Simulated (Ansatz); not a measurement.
# Calculations on C₃H₁₀BFSi

### Relaxation

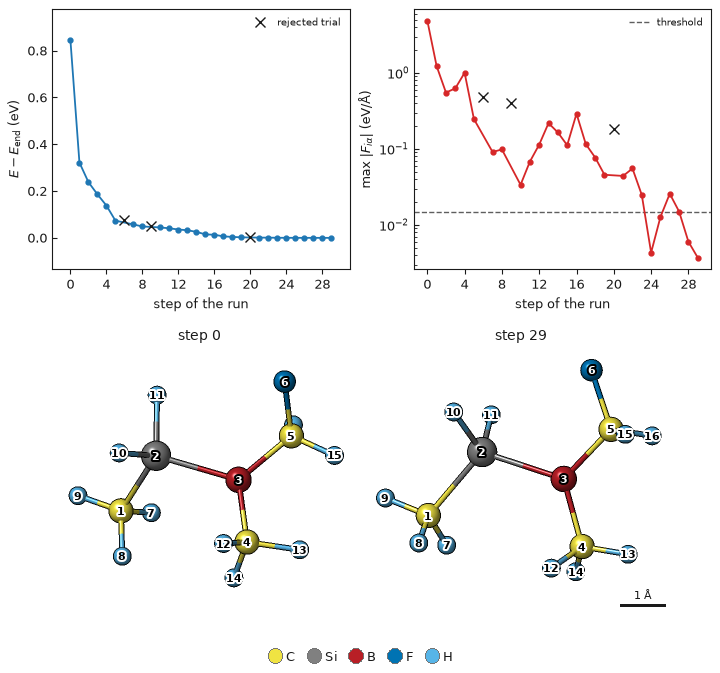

First and last geometry of a relaxation of C3H10BFSi, with the history of the run. A ball-and-stick model, seen at a tilt.

The run prepares an end point of a later path (torsion) calculation, from a guessed geometry.

Level of theory: RKS B3LYP/6-31G* (Ansatz).

The input:
```yaml
crystal:
  periodic: [false, false, false]
  atoms:
    - { symbol: C, position_ang: [0.2899, -2.3831, -0.2268] }
    - { symbol: Si, position_ang: [0.8018, -0.8421, 0.7188] }
    - { symbol: B, position_ang: [-0.138, 0.7416, 0.033] }
    - { symbol: C, position_ang: [0.1502, 1.1634, -1.4825] }
    - { symbol: C, position_ang: [-1.0301, 1.5809, 1.0062] }
    - { symbol: F, position_ang: [-0.2738, 2.1003, 2.0655] }
    - { symbol: H, position_ang: [-0.8292, -2.4544, -0.1235] }
    - { symbol: H, position_ang: [0.5315, -2.191, -1.3179] }
    - { symbol: H, position_ang: [0.7567, -3.2238, 0.1962] }
    - { symbol: H, position_ang: [2.2593, -0.67, 0.5814] }
    - { symbol: H, position_ang: [0.4754, -1.0198, 2.1643] }
    - { symbol: H, position_ang: [1.1692, 1.3493, -1.6673] }
    - { symbol: H, position_ang: [-0.5521, 2.0975, -1.7228] }
    - { symbol: H, position_ang: [-0.3075, 0.3397, -2.1116] }
    - { symbol: H, position_ang: [-1.5003, 2.4192, 0.4835] }
    - { symbol: H, position_ang: [-1.8259, 0.9697, 1.4479] }
basis:
  gaussian: { orbitals: "6-31G*" }
hamiltonian:
  xc: b3lyp
relax:
  f_tol: 0.015
  max_steps: 40
```

Command:
```bash
ansatz run input.yaml --threads 2 --pin off --max-ram 3072MiB --backend cpu --events-out ev --progress --plain --runs-dir out
```

> Did the run converge, and what did it change?

It converged. H15 moves most after the best rigid fit: 1.57 Å. By element the largest moves are H 1.57 Å, C 0.76 Å, F 0.51 Å, Si 0.37 Å, B 0.14 Å. Some distances before and after: C4–H13 1.193 → 1.097 Å, Si2–B3 1.965 → 2.037 Å, C1–H9 1.051 → 1.096 Å, C1–H7 1.126 → 1.096 Å. Among the angles between lasting bonds that change: H12–C4–H14 115.0° → 104.5°, B3–C4–H13 106.9° → 115.6°, H8–C1–H9 115.4° → 107.6°. Groups turn about B3–C5 by about 65°, Si2–B3 by about 60°. The energy falls by 0.844 eV in 26 accepted moves (29 points after the start). Largest force component: 4.9 eV/Å at the start, 0.0037 eV/Å at the end. The line search rejected the trial steps at points 6, 9, 20 of the run. The forces were under the threshold at step 24, but the run went on from there.

| step | E − E(0), eV | largest force component, eV/Å | note |
| --- | --- | --- | --- |
| 0 | 0.0000 | 4.8670 |  |
| 1 | -0.5225 | 1.2248 |  |
| 2 | -0.6060 | 0.5505 |  |
| 3 | -0.6582 | 0.6252 |  |
| 4 | -0.7062 | 1.0020 |  |
| 5 | -0.7706 | 0.2463 |  |
| 6 | -0.7672 | 0.4766 | rejected |
| 7 | -0.7869 | 0.0910 |  |
| 8 | -0.7955 | 0.0983 |  |
| 9 | -0.7923 | 0.4046 | rejected |
| 10 | -0.7998 | 0.0337 |  |
| 11 | -0.8034 | 0.0680 |  |
| 12 | -0.8086 | 0.1139 |  |
| 13 | -0.8117 | 0.2180 |  |
| 14 | -0.8186 | 0.1646 |  |
| 15 | -0.8294 | 0.1117 |  |
| 16 | -0.8309 | 0.2902 |  |
| 17 | -0.8378 | 0.1152 |  |
| 18 | -0.8402 | 0.0770 |  |
| 19 | -0.8420 | 0.0457 |  |
| 20 | -0.8400 | 0.1818 | rejected |
| 21 | -0.8432 | 0.0441 |  |
| 22 | -0.8433 | 0.0552 |  |
| 23 | -0.8439 | 0.0248 |  |
| 24 | -0.8440 | 0.0043 |  |
| 25 | -0.8441 | 0.0127 |  |
| 26 | -0.8442 | 0.0257 |  |
| 27 | -0.8442 | 0.0150 |  |
| 28 | -0.8442 | 0.0060 |  |
| 29 | -0.8443 | 0.0037 |  |

### Relaxation

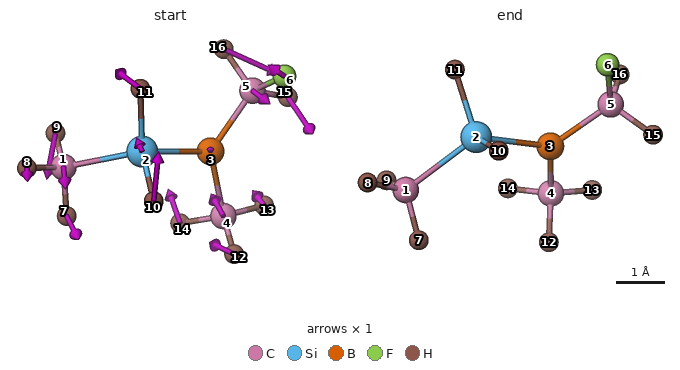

The structure of C3H10BFSi before (left) and after (right) a relaxation, at one scale. The purple arrows give the displacements, at their true length.

A ball-and-stick model, seen at a tilt.

The run prepares an end point of a later path (torsion) calculation, from a guessed geometry.

Theory: RKS B3LYP/6-31G* (Ansatz). Settings: no spin polarisation; force threshold 0.015 eV/Å; at most 40 steps.

### Describe what moved and what it gained.

The energy falls by 81.5 kJ/mol in 20 accepted moves (22 points after the start). The largest force component goes from 3.1 to 0.011 eV/Å. The line search rejected the trial steps at points 7, 14 of the run. H15 moves most after the best rigid fit: 1.55 Å. By element the largest moves are H 1.55 Å, C 0.75 Å, F 0.51 Å, Si 0.35 Å, B 0.13 Å. Near-neighbour distances that change, for instance: C4–H13 1.193 → 1.097 Å, Si2–B3 1.965 → 2.037 Å, C1–H9 1.051 → 1.096 Å, C1–H7 1.126 → 1.096 Å. Bond angles that change, for instance: H12–C4–H14 115.0° → 104.6°, B3–C4–H13 106.9° → 115.6°, H8–C1–H9 115.4° → 107.6°. Groups turn about B3–C5 by about 60°, Si2–B3 by about 60°. The run took 75 s on 2 threads of AMD EPYC 7R43 64-Core Processor (Zen 3), on a shared host, peak memory 0.3 GiB.

### Path

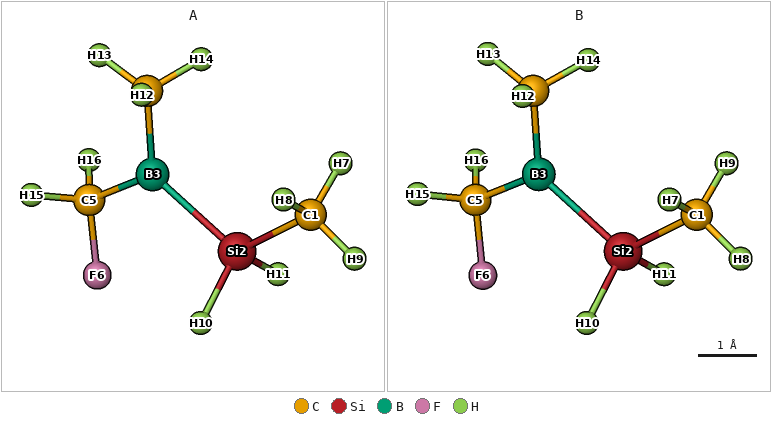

The two relaxed end points of a path for C3H10BFSi. Style: ball-and-stick. Shown at a tilt.

These are results of Ansatz 0.2.0, RKS B3LYP/6-31G*, not measurements.

Run with 5 movable images; climbing image; force threshold 0.03 eV/Å; iteration limit 60.

Start:
```xyz
16

C     0.8210   -2.3461   -0.3754
Si    0.4941   -0.9504    0.8703
B    -0.2779    0.7513    0.0593
C    -0.5888    0.9267   -1.4737
C    -0.5783    1.9568    1.0179
F    -0.2665    1.7352    2.3661
H    -0.1002   -2.6509   -0.8853
H     1.5397   -2.0366   -1.1430
H     1.2308   -3.2302    0.1254
H     1.7723   -0.6161    1.5688
H    -0.4454   -1.4498    1.9199
H     0.3365    0.7955   -2.0555
H    -1.0332    1.8882   -1.7609
H    -1.2526    0.1239   -1.8267
H    -0.0276    2.8529    0.6829
H    -1.6468    2.2270    0.9543
```

End:
```xyz
16

C     0.8588   -2.3316   -0.3820
Si    0.5728   -0.9199    0.8552
B    -0.3005    0.7414    0.0633
C    -0.7087    0.8792   -1.4503
C    -0.5712    1.9588    1.0159
F    -0.1535    1.7793    2.3416
H     1.5193   -2.0195   -1.1990
H     1.3229   -3.1946    0.1079
H    -0.0837   -2.6703   -0.8271
H     1.8828   -0.5376    1.4641
H    -0.2836   -1.4221    1.9726
H     0.2051    0.8476   -2.0651
H    -1.2527    1.7952   -1.7134
H    -1.2991    0.0166   -1.7885
H    -0.0805    2.8660    0.6231
H    -1.6508    2.1888    1.0263
```

### What barrier does the band find between them, and by what path?

The two ends have the same energy, and the highest point, image 3, lies 5.54 kJ/mol above the start. The motion is a rotation about the C1–Si2 bond by about 120°. No bond forms or breaks between the ends. The band converged in 26 iterations, with a climbing image at the top. At the top, the vibrational analysis gives one imaginary mode (159i cm⁻¹), as a transition state must have.

Energies of the converged images:

```csv
image,path (Å),E (kJ/mol)
0,0.00,0.00
1,0.64,0.97
2,1.27,3.84
3,1.91,5.54
4,2.53,3.84
5,3.16,0.93
6,3.79,0.02
```

The geometry at the top of the path:

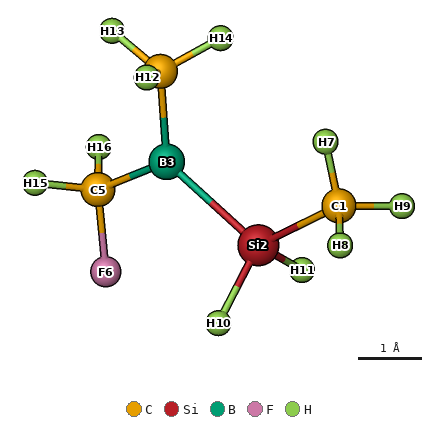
